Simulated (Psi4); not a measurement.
# One shape, several levels: doublet C2H7AlO+

Wanted: a comparison of 4 runs (UB3LYP/6-31G*, UHSE06/6-31G*, UTPSSh/6-31G*) of doublet C2H7AlO+. 

The calculation is run with Psi4 1.11.

5 further runs of the same task are left out: 4 that didn't finish, 1 set aside as unsound or not needed. Runs told in other sessions of the task aren't counted.

## 1. The structure to begin with

C2H7AlO+: 11 atoms, total charge +1, spin state doublet. SMILES of the parent species: `C[CH2][AlH][OH]`. Geometry: relaxed at PBE0-D4/def2-TZVP. This is one conformer, not always the lowest. That shape belongs to the parent species and isn't relaxed for this state.

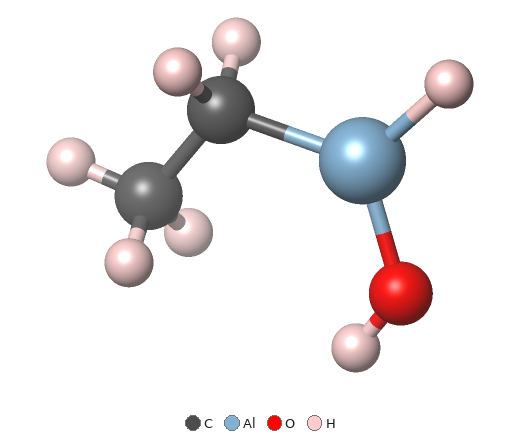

Viewed from a chosen angle; carbon dark grey, aluminium light blue, oxygen red, hydrogen pink.

## 2. Energy and gradient at UB3LYP/6-31G(d) (spherical functions) (run 1)

c2h7alo.inp

```
memory 2.2 GB

molecule molecule1 {
  1 2
  C     -2.10061956     1.56733885     0.20106686
  C      0.33240283     0.73321374     1.51556035
  Al     2.37066142    -1.79127139    -0.26040426
  O      1.44110514    -2.97972015    -3.09782804
  H     -3.38449949    -0.02248774    -0.11092692
  H     -3.14185865     2.97631865     1.29937568
  H     -1.72078461     2.40618827    -1.64954193
  H     -0.09316350    -0.01889726     3.40282983
  H      1.54730775     2.37500779     1.88575770
  H      4.95542882    -2.87748597     0.77932305
  H     -0.08277000    -2.47573020    -3.92647294
  units au
  symmetry c1
}

set reference uks
set puream true
set e_convergence 1e-09
set d_convergence 1e-08
set scf_type pk
set dft_radial_points 99
set dft_spherical_points 590
set maxiter 100

E, wfn = gradient("b3lyp/6-31G*", return_wfn=True)
oeprop(wfn, "MULLIKEN_CHARGES", "DIPOLE", "QUADRUPOLE", title="B3LYP")
print_variables()
```

Launch:

```console
$ psi4 -n 1 c2h7alo.inp c2h7alo.out
```

c2h7alo.out:

```text
[...]
  Running in c1 symmetry.
[...]
  Nuclear repulsion =  154.697806253555740
[...]
  Multiplicity = 2
[...]
  Nalpha       = 20
  Nbeta        = 19
[...]
    Number of basis functions: 74
[...]
   @UKS iter   1:  -397.31658429621291   -5.90473e-02   1.30367e-02 ADIIS/DIIS
[...]
   @UKS iter  16:  -397.77317110917528   -5.68434e-13   2.60933e-09 DIIS
[...]
   @S^2 Observed:                7.573008800E-01
[...]
  @UKS Final Energy:  -397.77317110917528
   => Energetics <=
    Nuclear Repulsion Energy =            154.6978062535557399
    One-Electron Energy =                -846.0153250153903173
    Two-Electron Energy =                 326.2399863328929541
    DFT Exchange-Correlation Energy =     -32.6956386802336851
    Empirical Dispersion Energy =           0.0000000000000000
    VV10 Nonlocal Energy =                  0.0000000000000000
    Total Energy =                       -397.7731711091752800
  UHF NO Occupations:
  HONO-2 :   18  A 1.9994182
  HONO-1 :   19  A 1.9974130
[...]
  -Total Gradient:
     Atom            X                  Y                   Z
    ------   -----------------  -----------------  -----------------
       1       -0.015378875781     0.026390667748     0.024895367003
       2        0.049098301870    -0.056733078450    -0.036303159429
       3       -0.021505302450     0.031251839719     0.025963517166
       4       -0.003263026191    -0.010100872975    -0.019234669980
       5        0.003976195467    -0.000481513078    -0.003503875006
       6       -0.002076284027    -0.005449286006    -0.010819555670
       7        0.000692648576    -0.005273482560    -0.000435207602
       8       -0.005640680838     0.016941582984     0.001855228138
       9       -0.014322652547     0.004245231292     0.009912663410
      10       -0.001825178863    -0.003291779493    -0.007082246369
      11        0.010253187434     0.002507400034     0.014770490440
[...]
  Mulliken Charges: (a.u.)
   Center  Symbol    Alpha    Beta     Spin     Total
       1     C     3.25599  3.23281  0.02318 -0.48880
       2     C     3.46806  2.99799  0.47007 -0.46606
       3    AL     6.13531  6.04956  0.08574  0.81513
       4     O     4.39368  4.25546  0.13822 -0.64914
       5     H     0.39160  0.38484  0.00675  0.22356
       6     H     0.39906  0.32967  0.06939  0.27127
       7     H     0.39146  0.38467  0.00679  0.22387
       8     H     0.36379  0.36001  0.00378  0.27619
       9     H     0.36371  0.36004  0.00367  0.27626
      10     H     0.56891  0.37494  0.19396  0.05615
      11     H     0.26843  0.26999 -0.00156  0.46158
[...]
```

It took 89 s on 1 thread of Intel Xeon Platinum 8175M at 2.50GHz (Skylake/Cascade Lake), shared host; peak memory 1.4 GiB.

## 3. The energy at UHSE06/6-31G(d) (spherical functions) (run 2)

c2h7alo.json

```json
{
 "schema_name": "qcschema_input",
 "schema_version": 1,
 "molecule": {
  "schema_name": "qcschema_molecule",
  "schema_version": 2,
  "symbols": ["C", "C", "Al", "O", "H", "H", "H", "H", "H", "H", "H"],
  "geometry": [-2.10061956, 1.56733885, 0.20106686, 0.33240283, 0.73321374, 1.51556035, 2.37066142, -1.79127139, -0.26040426, 1.44110514, -2.97972015, -3.09782804, -3.38449949, -0.02248774, -0.11092692, -3.14185865, 2.97631865, 1.29937568, -1.72078461, 2.40618827, -1.64954193, -0.0931635, -0.01889726, 3.40282983, 1.54730775, 2.37500779, 1.8857577, 4.95542882, -2.87748597, 0.77932305, -0.08277, -2.4757302, -3.92647294],
  "molecular_charge": 1,
  "molecular_multiplicity": 2,
  "fix_symmetry": "c1",
  "fix_com": true,
  "fix_orientation": true
 },
 "driver": "energy",
 "model": {
  "method": "hse06",
  "basis": "6-31G*"
 },
 "keywords": {
  "reference": "uks",
  "puream": true,
  "e_convergence": 1e-09,
  "d_convergence": 1e-08,
  "scf_type": "pk",
  "dft_radial_points": 99,
  "dft_spherical_points": 590,
  "maxiter": 100
 }
}
```

Launch:

```console
$ psi4 --qcschema c2h7alo.json -n 1 --memory 2200MB
```

stdout:

```text
[...]
  Running in c1 symmetry.
[...]
  Nuclear repulsion =  154.697806253555740
[...]
  Multiplicity = 2
[...]
  Nalpha       = 20
  Nbeta        = 19
[...]
    Number of basis functions: 74
[...]
   @UKS iter   1:  -397.04697627065462   -4.85567e-02   1.25306e-02 ADIIS/DIIS
[...]
   @UKS iter  16:  -397.47755782131435    1.81899e-12   2.48010e-09 DIIS
[...]
   @S^2 Observed:                7.583395120E-01
[...]
    Orbital Energies [Eh]
    ---------------------
    Alpha Occupied:
       1A    -56.391349     2A    -19.402101     3A    -10.477369
       4A    -10.422334     5A     -4.410250     6A     -2.942446
       7A     -2.940903     8A     -2.935903     9A     -1.190153
      10A     -1.003935    11A     -0.854988    12A     -0.707194
      13A     -0.673367    14A     -0.665258    15A     -0.614279
      16A     -0.576499    17A     -0.565977    18A     -0.549272
      19A     -0.528376    20A     -0.519332
    Alpha Virtual:
      21A     -0.229401    22A     -0.198366    23A     -0.155911
      24A     -0.103181    25A     -0.077983    26A     -0.062465
[...]
  @UKS Final Energy:  -397.47755782131435
   => Energetics <=
    Nuclear Repulsion Energy =            154.6978062535557399
    One-Electron Energy =                -846.0247436481158729
    Two-Electron Energy =                 324.8906243313051050
    DFT Exchange-Correlation Energy =     -31.0412447580593209
    Empirical Dispersion Energy =           0.0000000000000000
    VV10 Nonlocal Energy =                  0.0000000000000000
    Total Energy =                       -397.4775578213143490
  UHF NO Occupations:
  HONO-2 :   18  A 1.9993834
  HONO-1 :   19  A 1.9970258
[...]
 Multipole Moments:
 ------------------------------------------------------------------------------------
     Multipole            Electronic (a.u.)      Nuclear  (a.u.)        Total (a.u.)
 ------------------------------------------------------------------------------------
 L = 1.  Multiply by 2.5417464519 to convert [e a0] to [Debye]
 Dipole X            :        -29.4169270           29.8177995            0.4008725
 Dipole Y            :         30.9857154          -30.9580602            0.0276552
 Dipole Z            :         16.6714231          -16.1877720            0.4836511
 Magnitude           :                                                    0.6287941
[...]
```

The result, in JSON:

```text
{
 "driver": "energy",
 "model": {
  "method": "hse06",
  "basis": "6-31G*"
 },
 "success": true,
 "return_result": -397.47755782131435,
 "properties": {
  "calcinfo_nbasis": 74,
  "calcinfo_nmo": 74,
  "calcinfo_nalpha": 20,
  "calcinfo_nbeta": 19,
  "calcinfo_natom": 11,
  "nuclear_repulsion_energy": 154.69780625355574,
  "return_energy": -397.47755782131435,
  "scf_one_electron_energy": -846.0247436481159,
  "scf_two_electron_energy": 324.8906243313051,
  "scf_xc_energy": -31.04124475805932,
  "scf_dipole_moment": [0.4008725304128511, 0.027655211023120074, 0.4836511450074248],
  "scf_total_energy": -397.47755782131435,
  "scf_iterations": 16
 }
}
```

Run time: 2.9 min. Hardware: 1 thread of Intel Xeon Platinum 8175M at 2.50GHz (Skylake/Cascade Lake), shared host; peak memory 1.4 GiB.

Run 3 isn't shown in full; the table further down has it.

## 4. A single-point energy at UB3LYP/6-31G(d) (Cartesian functions) (run 4)

job.json

```json
{
 "schema_name": "qcschema_input",
 "schema_version": 1,
 "molecule": {
  "schema_name": "qcschema_molecule",
  "schema_version": 2,
  "symbols": ["C", "C", "Al", "O", "H", "H", "H", "H", "H", "H", "H"],
  "geometry": [-2.10061956, 1.56733885, 0.20106686, 0.33240283, 0.73321374, 1.51556035, 2.37066142, -1.79127139, -0.26040426, 1.44110514, -2.97972015, -3.09782804, -3.38449949, -0.02248774, -0.11092692, -3.14185865, 2.97631865, 1.29937568, -1.72078461, 2.40618827, -1.64954193, -0.0931635, -0.01889726, 3.40282983, 1.54730775, 2.37500779, 1.8857577, 4.95542882, -2.87748597, 0.77932305, -0.08277, -2.4757302, -3.92647294],
  "molecular_charge": 1,
  "molecular_multiplicity": 2,
  "fix_symmetry": "c1"
 },
 "driver": "energy",
 "model": {
  "method": "b3lyp",
  "basis": "6-31G*"
 },
 "keywords": {
  "reference": "uks",
  "puream": false,
  "e_convergence": 1e-09,
  "d_convergence": 1e-08,
  "scf_type": "pk",
  "dft_radial_points": 99,
  "dft_spherical_points": 590,
  "maxiter": 100
 }
}
```

Launch:

```console
$ psi4 --qcschema job.json -n 1 --memory 2200MB
```

stdout:

```text
[...]
  Running in c1 symmetry.
[...]
  Nuclear repulsion =  154.697806253555740
[...]
  Multiplicity = 2
[...]
  Nalpha       = 20
  Nbeta        = 19
[...]
    Number of basis functions: 78
[...]
   @UKS iter   1:  -397.32136743579883   -6.09947e-02   1.24988e-02 DIIS/ADIIS
[...]
   @UKS iter  16:  -397.77761250090060   -1.08002e-12   3.58528e-09 DIIS
[...]
   @S^2 Observed:                7.573042361E-01
[...]
    Orbital Energies [Eh]
    ---------------------
    Alpha Occupied:
       1A    -56.293862     2A    -19.354066     3A    -10.447557
       4A    -10.398102     5A     -4.380911     6A     -2.936658
       7A     -2.934707     8A     -2.930175     9A     -1.183816
      10A     -0.995840    11A     -0.851492    12A     -0.711166
      13A     -0.674925    14A     -0.665776    15A     -0.616476
      16A     -0.581448    17A     -0.570894    18A     -0.555097
      19A     -0.532330    20A     -0.525008
    Alpha Virtual:
      21A     -0.223376    22A     -0.194973    23A     -0.151163
      24A     -0.100194    25A     -0.074647    26A     -0.060833
[...]
  @UKS Final Energy:  -397.77761250090060
   => Energetics <=
    Nuclear Repulsion Energy =            154.6978062535557399
    One-Electron Energy =                -845.9728809407392873
    Two-Electron Energy =                 326.1655464331665257
    DFT Exchange-Correlation Energy =     -32.6680842468836161
    Empirical Dispersion Energy =           0.0000000000000000
    VV10 Nonlocal Energy =                  0.0000000000000000
    Total Energy =                       -397.7776125009006023
  UHF NO Occupations:
  HONO-2 :   18  A 1.9994193
  HONO-1 :   19  A 1.9974110
[...]
 Multipole Moments:
 ------------------------------------------------------------------------------------
     Multipole            Electronic (a.u.)      Nuclear  (a.u.)        Total (a.u.)
 ------------------------------------------------------------------------------------
 L = 1.  Multiply by 2.5417464519 to convert [e a0] to [Debye]
 Dipole X            :          4.2333385           -4.6868172           -0.4534787
 Dipole Y            :         -3.8179426            4.7045078            0.8865652
 Dipole Z            :         -1.4309458            2.3355370            0.9045912
 Magnitude           :                                                    1.3453349
[...]
```

The result, in JSON:

```text
{
 "driver": "energy",
 "model": {
  "method": "b3lyp",
  "basis": "6-31G*"
 },
 "success": true,
 "return_result": -397.7776125009006,
 "properties": {
  "calcinfo_nbasis": 78,
  "calcinfo_nmo": 78,
  "calcinfo_nalpha": 20,
  "calcinfo_nbeta": 19,
  "calcinfo_natom": 11,
  "nuclear_repulsion_energy": 154.69780625355574,
  "return_energy": -397.7776125009006,
  "scf_one_electron_energy": -845.9728809407393,
  "scf_two_electron_energy": 326.1655464331665,
  "scf_xc_energy": -32.668084246883616,
  "scf_dipole_moment": [-0.4534786802197459, 0.8865652319001258, 0.9045911891968874],
  "scf_total_energy": -397.7776125009006,
  "scf_iterations": 16
 }
}
```

It took 77 s on 1 thread of Intel Xeon Platinum 8175M at 2.50GHz (Skylake/Cascade Lake), shared host; peak memory 1.5 GiB.

## 5. All runs side by side

```csv
run,level,task,Cartesian functions,energy (Eh),HOMO energy (eV),LUMO energy (eV),⟨S²⟩,wall time
1,UB3LYP/6-31G* (spherical functions),gradient,no,-397.773171,-14.19,-11.86,0.757,89 s
2,UHSE06/6-31G* (spherical functions),energy,no,-397.477558,-14.04,-12.03,0.758,2.9 min
3,UTPSSh/6-31G* (spherical functions),gradient,no,-397.774387,-13.67,-12.01,0.757,4 min
4,UB3LYP/6-31G* (Cartesian functions),energy,yes,-397.777613,-14.18,-11.86,0.757,77 s
```

## 6. What came out

```
                                 quantity          value
                      run 4: total energy  -397.77761 Eh
run 4: HOMO energy (highest over α and β)      -14.18 eV
 run 4: LUMO energy (lowest over α and β)      -11.86 eV
                              run 4: ⟨S²⟩          0.757
```

Totals of different functionals can't be ranked against each other. All runs together took 9.7 min, the longest 4 min.
